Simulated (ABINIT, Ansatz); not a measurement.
**SnGeSe3 (Pm-3m): zone-centre phonons**

Aim: the zone-centre modes of SnGeSe3 (Pm-3m).

Method: DFT LDA, scalar-relativistic, plane waves, HGH norm-conserving pseudopotentials, in ABINIT 10.8.3.

The structure was built from a prototype and need not be the compound's stable phase.

### 1. Starting point

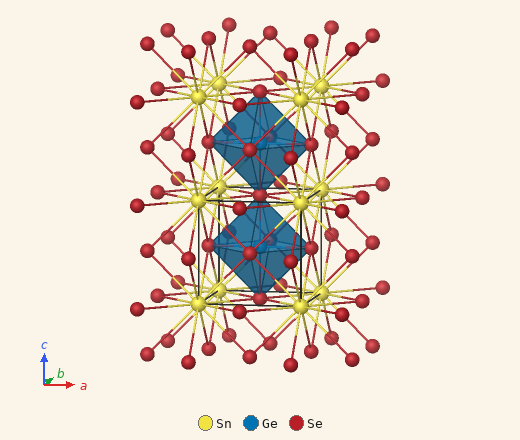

Start, viewed slightly off an axis; tin yellow, germanium blue, selenium red. 1×1×2 cells are drawn. Some periodic images of atoms are drawn too.

As a file:

```cif
data_structure
_symmetry_space_group_name_H-M 'Pm-3m'
_symmetry_Int_Tables_number 221
_cell_length_a 4.9196
_cell_length_b 4.9196
_cell_length_c 4.9196
_cell_angle_alpha 90.000
_cell_angle_beta 90.000
_cell_angle_gamma 90.000
_cell_volume 119.07
loop_
_atom_site_label
_atom_site_type_symbol
_atom_site_symmetry_multiplicity
_atom_site_Wyckoff_symbol
_atom_site_fract_x
_atom_site_fract_y
_atom_site_fract_z
_atom_site_occupancy
Sn1 Sn 1 a 0.00000 0.00000 0.00000 1
Ge1 Ge 1 b 0.50000 0.50000 0.50000 1
Se1 Se 3 c 0.50000 0.50000 0.00000 1
```

### 2. A first look

A first run with smearing and empty bands tells whether the crystal has a gap, which decides between fixed occupations and smearing later on.

File probe.abi:

```
# ground state
tolvrs 1.0d-08
prtden 1
prtwf 1

# basis, mesh and filling
ecut 20.0
ixc 7
ngkpt 4 4 4
nshiftk 1
shiftk 0.0 0.0 0.0
istwfk *1
occopt 7
tsmear 0.005
nband 20
nstep 100
diemac 9.0
prtebands 0
prtgsr 0

# cell and atoms
acell 9.296696643 9.296696643 9.296696643
rprim 
    1.0 0.0 0.0
    0.0 1.0 0.0
    0.0 0.0 1.0
ntypat 3
znucl 50 32 34
natom 5
typat 1 2 3 3 3
xred 
    0.0 0.0 0.0
    0.5 0.5 0.5
    0.5 0.5 0.0
    0.5 0.0 0.5
    0.0 0.5 0.5
pp_dirpath "./pseudo"
pseudos "Sn.hgh, Ge.hgh, Se.hgh"
```

Run with:

```sh
> OMP_NUM_THREADS=1 mpirun -n 4 abinit probe.abi > probe.log
```

Numbers of over 12 decimals in the logs are rounded to 6 here.

probe.abo, the main output file:

```text
[banners, grids, parts of the stress and lines that vanish by symmetry left out]
- input  file    -> probe.abi
- output file    -> probe.abo
- root for input  files -> probei
[...]
Symmetries : space group Pm -3 m (#221); Bravais cP (primitive cubic)
[...]
mpw =        3468          nfft =       64000          nkpt =          10
[...]
== DATASET  1 ==================================================================
[...]
cutoff_energies: {ecut:  20.0, pawecutdg:  -1.0, }
[...]
Exchange-correlation functional for the present dataset will be:
  LDA: Perdew-Wang 92 LSD fit to Ceperley-Alder data - ixc=7
[...]
ETOT  1  -35.961230361691    -3.596E+01 2.346E-02 1.782E+02
 ETOT  2  -36.021930732986    -6.070E-02 1.531E-03 2.191E+01
 ETOT  3  -36.030289913381    -8.359E-03 6.055E-04 1.440E+00
 ETOT  4  -36.030702435525    -4.125E-04 2.015E-04 1.698E-02
 ETOT  5  -36.030705715687    -3.280E-06 7.364E-05 3.117E-04
 ETOT  6  -36.030705795419    -7.973E-08 5.386E-05 1.012E-05
 ETOT  7  -36.030705798480    -3.061E-09 2.352E-05 1.770E-07
 ETOT  8  -36.030705798531    -5.077E-11 1.772E-05 5.642E-10
 At SCF step    8       vres2   =  5.64E-10 < tolvrs=  1.00E-08 =>converged.
[...]
sigma(1 1)=  6.15173478E-05  sigma(3 2)=  0.00000000E+00
  sigma(2 2)=  6.15173478E-05  sigma(3 1)=  0.00000000E+00
  sigma(3 3)=  6.15173478E-05  sigma(2 1)=  0.00000000E+00
[...]
convergence: {deltae: -5.077E-11, res2:  5.642E-10, residm:  1.772E-05, diffor: null, }
etotal    :  -3.60307058E+01
[...]
sigma(1 1)=  6.15173478E-05  sigma(3 2)=  0.00000000E+00
  sigma(2 2)=  6.15173478E-05  sigma(3 1)=  0.00000000E+00
  sigma(3 3)=  6.15173478E-05  sigma(2 1)=  0.00000000E+00
[...]
- sigma(1 1)=  1.80990286E+00  sigma(3 2)=  0.00000000E+00
- sigma(2 2)=  1.80990286E+00  sigma(3 1)=  0.00000000E+00
- sigma(3 3)=  1.80990286E+00  sigma(2 1)=  0.00000000E+00
[...]
fcart     -0.0000000000E+00 -0.0000000000E+00 -0.0000000000E+00
           strten      6.1517347837E-05  6.1517347837E-05  6.1517347837E-05
================================================================================

[key lines of the parts left out:]
pressure_GPa:  -1.8099E+00
```

The job ended after 7.3 s (4 MPI ranks of Arm Neoverse V1, shared host; 29 s of CPU time).

Read from the output:

```yaml
volume_per_atom: 23.81 Å³
pressure: -1.810 GPa
gap_on_the_k_mesh: 0 eV
```

No gap opens on this mesh, so smearing is kept; the printed pressure holds the stress of the finite basis too.

### 3. Rough relaxation

The typed start is rough, so a first relaxation with smearing and loose thresholds takes it towards rest cheaply.

File prerelax.abi:

```
# relaxation
ionmov 2
optcell 2
dilatmx 1.15
chkdilatmx 0
ntime 40
tolmxf 3.0d-04
tolvrs 1.0d-10
prtwf 0
prtden 0
chksymtnons 0

# basis, mesh and filling
ecut 21.0
ecutsm 3.0
ixc 7
ngkpt 4 4 4
nshiftk 1
shiftk 0.0 0.0 0.0
istwfk *1
occopt 7
tsmear 0.005
nband 20
nstep 100
diemac 1000000.0
prtebands 0
prtgsr 0

# cell and atoms
acell 9.296696643 9.296696643 9.296696643
rprim 
    1.0 0.0 0.0
    0.0 1.0 0.0
    0.0 0.0 1.0
ntypat 3
znucl 50 32 34
natom 5
typat 1 2 3 3 3
xred 
    0.0 0.0 0.0
    0.5 0.5 0.5
    0.5 0.5 0.0
    0.5 0.0 0.5
    0.0 0.5 0.5
pp_dirpath "./pseudo"
pseudos "Sn.hgh, Ge.hgh, Se.hgh"
```

Run with:

```sh
> OMP_NUM_THREADS=1 mpirun -n 4 abinit prerelax.abi > prerelax.log
```

prerelax.abo, the main output file:

```text
[banners, grids, parts of the stress and lines that vanish by symmetry left out]
- input  file    -> prerelax.abi
- output file    -> prerelax.abo
- root for input  files -> prerelaxi
[...]
Symmetries : space group Pm -3 m (#221); Bravais cP (primitive cubic)
[...]
mpw =        5656          nfft =      110592          nkpt =          10
[...]
== DATASET  1 ==================================================================
[...]
cutoff_energies: {ecut:  21.0, pawecutdg:  -1.0, }
[...]
Exchange-correlation functional for the present dataset will be:
  LDA: Perdew-Wang 92 LSD fit to Ceperley-Alder data - ixc=7
[...]
ETOT  1  -35.958802224876    -3.596E+01 1.583E-02 3.092E+02
 ETOT  2  -36.025760868394    -6.696E-02 3.675E-03 1.582E+01
 ETOT  3  -36.029454449261    -3.694E-03 5.805E-04 1.600E+00
 ETOT  4  -36.029719259645    -2.648E-04 5.900E-04 1.170E-02
[...]
ETOT  8  -36.029834565779     2.061E-13 2.977E-03 1.092E-12
 At SCF step    8       vres2   =  1.09E-12 < tolvrs=  1.00E-10 =>converged.
[...]
sigma(1 1)= -3.90392028E-07  sigma(3 2)=  0.00000000E+00
  sigma(2 2)= -3.90392028E-07  sigma(3 1)=  0.00000000E+00
  sigma(3 3)= -3.90392028E-07  sigma(2 1)=  0.00000000E+00
[...]
convergence: {deltae:  2.061E-13, res2:  1.092E-12, residm:  2.977E-03, diffor: null, }
etotal    :  -3.60298346E+01
[...]
At Broyd/MD step   3, gradients are converged :
[...]
sigma(1 1)= -3.90392028E-07  sigma(3 2)=  0.00000000E+00
  sigma(2 2)= -3.90392028E-07  sigma(3 1)=  0.00000000E+00
  sigma(3 3)= -3.90392028E-07  sigma(2 1)=  0.00000000E+00
[...]
- sigma(1 1)= -1.14857300E-02  sigma(3 2)=  0.00000000E+00
- sigma(2 2)= -1.14857300E-02  sigma(3 1)=  0.00000000E+00
- sigma(3 3)= -1.14857300E-02  sigma(2 1)=  0.00000000E+00
[...]
fcart     -0.0000000000E+00 -0.0000000000E+00 -0.0000000000E+00
           strten     -3.9039202834E-07 -3.9039202834E-07 -3.9039202834E-07
================================================================================

[key lines of the parts left out:]
pressure_GPa:   1.1486E-02
Total energy (etotal) [Ha]= -3.60298345657785E+01
```

The job ended after 30 s (4 MPI ranks).

Step by step:

| step | energy less that of the first step (eV) | largest force (eV/Å) | volume (Å³) |
| --- | --- | --- | --- |
| 1 | 0.0000 | 0.0000 | 119.07 |
| 2 | -0.0010 | 0.0000 | 118.81 |
| 3 | -0.0031 | 0.0000 | 117.65 |

| conventional cell, symmetrised | before | after | change |
| --- | --- | --- | --- |
| a (Å) | 4.920 | 4.900 | -0.4 % |
| b (Å) | 4.920 | 4.900 | -0.4 % |
| c (Å) | 4.920 | 4.900 | -0.4 % |
| volume (Å³/atom) | 23.81 | 23.53 | -1.2 % |

This step gave:

```
volume per atom : 23.53 Å³
pressure        : 0.01149 GPa
```

The volume changes by -1.2 % in this run and stands -1.2 % from the first cell.

### 4. Relaxing the cell and atoms

The harmonic expansion needs vanishing forces, and a free crystal bears no stress, so cell and atoms are brought to rest. Stress is more sensitive to the basis than forces are: the last 3 Ha under the cutoff are smoothed with ecutsm, and the cutoff is raised above that of the later runs.

File relax.abi:

```
# relaxation
ionmov 2
optcell 2
dilatmx 1.08
ntime 40
tolmxf 1.0d-05
tolvrs 1.0d-14
prtwf 0
prtden 0
chksymtnons 0

# basis, mesh and filling
ecut 26.0
ecutsm 3.0
ixc 7
ngkpt 6 6 6
nshiftk 1
shiftk 0.0 0.0 0.0
istwfk *1
occopt 6
tsmear 0.01
nband 20
nstep 100
diemac 1000000.0
prtebands 0
prtgsr 0

# cell and atoms
acell 9.259671039 9.259671039 9.259671039
rprim 
    1.0 0.0 0.0
    0.0 1.0 0.0
    0.0 0.0 1.0
ntypat 3
znucl 50 32 34
natom 5
typat 1 2 3 3 3
xred 
    0.0 0.0 0.0
    0.5 0.5 0.5
    0.5 0.5 0.0
    0.5 0.0 0.5
    0.0 0.5 0.5
pp_dirpath "./pseudo"
pseudos "Sn.hgh, Ge.hgh, Se.hgh"
```

Run with:

```sh
> OMP_NUM_THREADS=1 mpirun -n 4 abinit relax.abi > relax.log
```

relax.abo, the main output file:

```text
[banners, grids, parts of the stress and lines that vanish by symmetry left out]
- input  file    -> relax.abi
- output file    -> relax.abo
- root for input  files -> relaxi
[...]
Symmetries : space group Pm -3 m (#221); Bravais cP (primitive cubic)
[...]
mpw =        6382          nfft =      110592          nkpt =          20
[...]
== DATASET  1 ==================================================================
[...]
cutoff_energies: {ecut:  26.0, pawecutdg:  -1.0, }
[...]
Exchange-correlation functional for the present dataset will be:
  LDA: Perdew-Wang 92 LSD fit to Ceperley-Alder data - ixc=7
[...]
ETOT  1  -35.948162626345    -3.595E+01 2.251E-02 3.440E+02
 ETOT  2  -36.024064007202    -7.590E-02 9.246E-03 5.332E+01
 ETOT  3  -36.036396776309    -1.233E-02 8.465E-04 1.748E+00
 ETOT  4  -36.036587798071    -1.910E-04 4.083E-04 1.474E-02
 ETOT  5  -36.036589399132    -1.601E-06 1.331E-04 2.946E-04
[...]
At SCF step   11       vres2   =  2.05E-15 < tolvrs=  1.00E-14 =>converged.
[...]
sigma(1 1)= -8.11685543E-07  sigma(3 2)=  0.00000000E+00
  sigma(2 2)= -8.11685543E-07  sigma(3 1)=  0.00000000E+00
  sigma(3 3)= -8.11685543E-07  sigma(2 1)=  0.00000000E+00
[...]
convergence: {deltae:  2.913E-13, res2:  2.049E-15, residm:  6.434E-05, diffor: null, }
etotal    :  -3.60365894E+01
[...]
ETOT  1  -36.036589420387    -3.604E+01 4.168E-05 4.207E-04
[...]
At SCF step    8       vres2   =  1.60E-16 < tolvrs=  1.00E-14 =>converged.
[...]
sigma(1 1)= -6.57006620E-07  sigma(3 2)=  0.00000000E+00
  sigma(2 2)= -6.57006620E-07  sigma(3 1)=  0.00000000E+00
  sigma(3 3)= -6.57006620E-07  sigma(2 1)=  0.00000000E+00
[...]
convergence: {deltae:  4.690E-13, res2:  1.605E-16, residm:  4.497E-06, diffor: null, }
etotal    :  -3.60365895E+01
[...]
ETOT  1  -36.036588706719    -3.604E+01 8.070E-06 7.604E-03
[...]
ETOT  7  -36.036589547932     9.450E-13 3.103E-06 2.209E-13
 ETOT  8  -36.036589547932    -6.821E-13 4.843E-06 2.752E-15
 At SCF step    8       vres2   =  2.75E-15 < tolvrs=  1.00E-14 =>converged.
[...]
sigma(1 1)= -5.84628458E-10  sigma(3 2)=  0.00000000E+00
  sigma(2 2)= -5.84628459E-10  sigma(3 1)=  0.00000000E+00
  sigma(3 3)= -5.84628459E-10  sigma(2 1)=  0.00000000E+00
[...]
convergence: {deltae: -6.821E-13, res2:  2.752E-15, residm:  4.843E-06, diffor: null, }
etotal    :  -3.60365895E+01
[...]
At Broyd/MD step   3, gradients are converged :
[...]
sigma(1 1)= -5.84628458E-10  sigma(3 2)=  0.00000000E+00
  sigma(2 2)= -5.84628459E-10  sigma(3 1)=  0.00000000E+00
  sigma(3 3)= -5.84628459E-10  sigma(2 1)=  0.00000000E+00
[...]
- sigma(1 1)= -1.72003631E-05  sigma(3 2)=  0.00000000E+00
- sigma(2 2)= -1.72003631E-05  sigma(3 1)=  0.00000000E+00
- sigma(3 3)= -1.72003631E-05  sigma(2 1)=  0.00000000E+00
[...]
fcart     -0.0000000000E+00 -0.0000000000E+00 -0.0000000000E+00
           strten     -5.8462845806E-10 -5.8462845893E-10 -5.8462845893E-10
================================================================================

[key lines of the parts left out:]
pressure_GPa:   1.7200E-05
Total energy (etotal) [Ha]= -3.60365895479325E+01
```

Elapsed: 58 s, on 4 MPI ranks; 3.9 min of CPU time.

Little changed from the start: no atom moved by 0.005 Å and no cell edge by 0.1 %.

Numbers from this step:

| Quantity | Value |
| --- | --- |
| volume per atom | 23.54 Å³ |
| pressure | 1.72e-5 GPa |

The volume changes by +0.0 % in this run and stands -1.2 % from the first cell.

### 5. Self-consistent run for the response

First-order wavefunctions inherit every error of the ground state, hence the very tight tolvrs. Smearing stays on, as the first look found no gap above 0.3 eV.

File gs.abi:

```
# ground state
tolvrs 1.0d-16
prtden 1
prtwf 1

# basis, mesh and filling
ecut 20.0
ixc 7
ngkpt 6 6 6
nshiftk 1
shiftk 0.0 0.0 0.0
istwfk *1
occopt 6
tsmear 0.01
nband 20
nstep 100
diemac 1000000.0
prtebands 0
prtgsr 0

# cell and atoms
acell 9.260854615 9.260854615 9.260854615
rprim 
    1.0 0.0 0.0
    0.0 1.0 0.0
    0.0 0.0 1.0
ntypat 3
znucl 50 32 34
natom 5
typat 1 2 3 3 3
xred 
    0.0 0.0 0.0
    0.5 0.5 0.5
    0.5 0.5 0.0
    0.5 0.0 0.5
    0.0 0.5 0.5
pp_dirpath "./pseudo"
pseudos "Sn.hgh, Ge.hgh, Se.hgh"
```

Run with:

```sh
> OMP_NUM_THREADS=1 mpirun -n 4 abinit gs.abi > gs.log
```

gs.abo, the main output file:

```text
[banners, grids, parts of the stress and lines that vanish by symmetry left out]
- input  file    -> gs.abi
- output file    -> gs.abo
- root for input  files -> gsi
[...]
Symmetries : space group Pm -3 m (#221); Bravais cP (primitive cubic)
[...]
mpw =        3448          nfft =       64000          nkpt =          20
[...]
== DATASET  1 ==================================================================
[...]
cutoff_energies: {ecut:  20.0, pawecutdg:  -1.0, }
[...]
Exchange-correlation functional for the present dataset will be:
  LDA: Perdew-Wang 92 LSD fit to Ceperley-Alder data - ixc=7
[...]
ETOT  1  -35.942274087516    -3.594E+01 2.301E-02 1.967E+02
 ETOT  2  -36.017932241519    -7.566E-02 3.967E-03 3.019E+01
 ETOT  3  -36.029983179147    -1.205E-02 7.159E-04 9.573E-01
 ETOT  4  -36.030165795910    -1.826E-04 3.290E-04 7.501E-03
 ETOT  5  -36.030167198779    -1.403E-06 1.508E-04 1.858E-04
[...]
ETOT 11  -36.030167226017    -2.203E-13 2.187E-05 9.354E-16
 ETOT 12  -36.030167226017     2.132E-13 1.084E-05 1.034E-17
 At SCF step   12       vres2   =  1.03E-17 < tolvrs=  1.00E-16 =>converged.
[...]
sigma(1 1)=  3.73258603E-05  sigma(3 2)=  0.00000000E+00
  sigma(2 2)=  3.73258603E-05  sigma(3 1)=  0.00000000E+00
  sigma(3 3)=  3.73258603E-05  sigma(2 1)=  0.00000000E+00
[...]
convergence: {deltae:  2.132E-13, res2:  1.034E-17, residm:  1.084E-05, diffor: null, }
etotal    :  -3.60301672E+01
[...]
sigma(1 1)=  3.73258603E-05  sigma(3 2)=  0.00000000E+00
  sigma(2 2)=  3.73258603E-05  sigma(3 1)=  0.00000000E+00
  sigma(3 3)=  3.73258603E-05  sigma(2 1)=  0.00000000E+00
[...]
- sigma(1 1)=  1.09816472E+00  sigma(3 2)=  0.00000000E+00
- sigma(2 2)=  1.09816472E+00  sigma(3 1)=  0.00000000E+00
- sigma(3 3)=  1.09816472E+00  sigma(2 1)=  0.00000000E+00
[...]
fcart     -0.0000000000E+00 -0.0000000000E+00 -0.0000000000E+00
           strten      3.7325860303E-05  3.7325860303E-05  3.7325860303E-05
================================================================================

[key lines of the parts left out:]
pressure_GPa:  -1.0982E+00
```

It took 16 s on 4 MPI ranks.

This step gave:

| Quantity | Value |
| --- | --- |
| pressure | -1.098 GPa |

The cell stands at -1.1 GPa: the relaxation ran with a smoothed and higher cutoff, and the difference is a stress of the finite basis.

(Continued in part 2 of 5.)

[Host names and launcher messages were left out of these logs when they were recorded.]

[Logs are printed without paths, hosts, clocks, repeated set-up lines and the standing remarks that a program may print on its own settings, such as how far it seeks lower states.]

[Hosts, paths, dates, database ids (printed as entryN), source tags and the programs' standing remarks are cut or masked in the printed files.]
